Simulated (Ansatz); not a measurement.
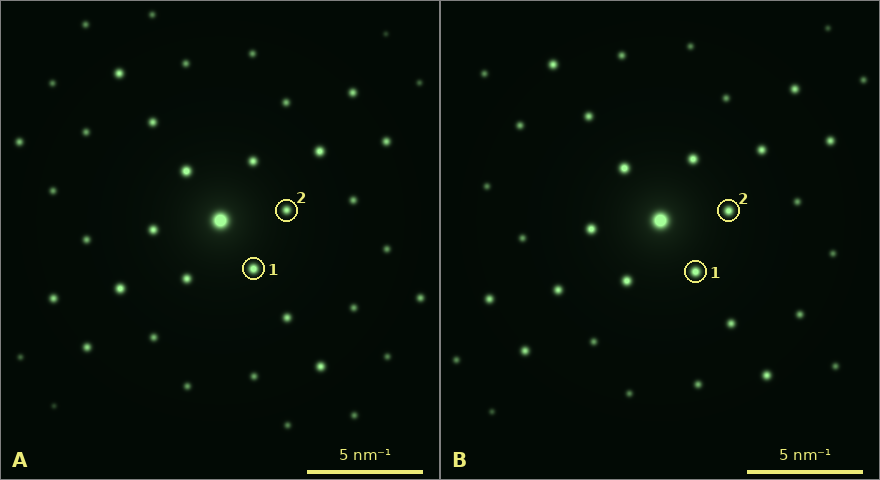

Kinematic electron diffraction patterns (120 kV, B = 0.5 Å², same scale) along [011] of the run's own cell, for the start and the end of one relaxation of MnI with Ansatz 0.2.0, DFT PBE, scalar-relativistic, plane waves, PAW. k mesh 12×12×8. The start is a generated model structure, and the relaxation ends in the nearest stationary point of its symmetry, not necessarily the ground state. Spot 1 is -1 0 0 and spot 2 is 0 -1 1 in both.

Start structure:

```yaml
crystal:
  lattice:
    - [4.44914, 0.00000, 0.00000]
    - [-2.22457, 3.85307, 0.00000]
    - [0.00000, 0.00000, 7.12515]
  atoms:
    - { symbol: Mn, position: [0.33333, 0.66667, 0.00000] }
    - { symbol: Mn, position: [0.66667, 0.33333, 0.50000] }
    - { symbol: I, position: [0.33333, 0.66667, 0.38210] }
    - { symbol: I, position: [0.66667, 0.33333, 0.88210] }
```

Which pattern belongs to the start structure, and which to the relaxed one?

Answer. A is the start: its cell gives d(1) = 3.853 Å, d(2) = 3.389 Å and an angle of 63.9°. B is the relaxed structure, with d(1) = 3.634 Å (-5.7 %), d(2) = 3.296 Å (-2.7 %) and 63.0°.

Name reflections whose intensity changes strongly on relaxation.

Answer. 1 -2 2 goes from 74 to 44 % of the strongest spot; 3 -2 2 goes from 8.3 to 4.6 % of the strongest spot.

Summarise the relaxation behind the change.

Answer. The volume changed by -2.2 % to 29.85 Å³ an atom; with the mean shift removed, the atoms moved by up to 0.17 Å relative to the cell (Mn most); the space group stayed P6_3mc (No. 186); the free energy fell by 23 meV an atom. Relaxed cell: a = 4.196 Å, b = 4.196 Å, c = 7.829 Å, α = 90.00°, β = 90.00°, γ = 120.00°.
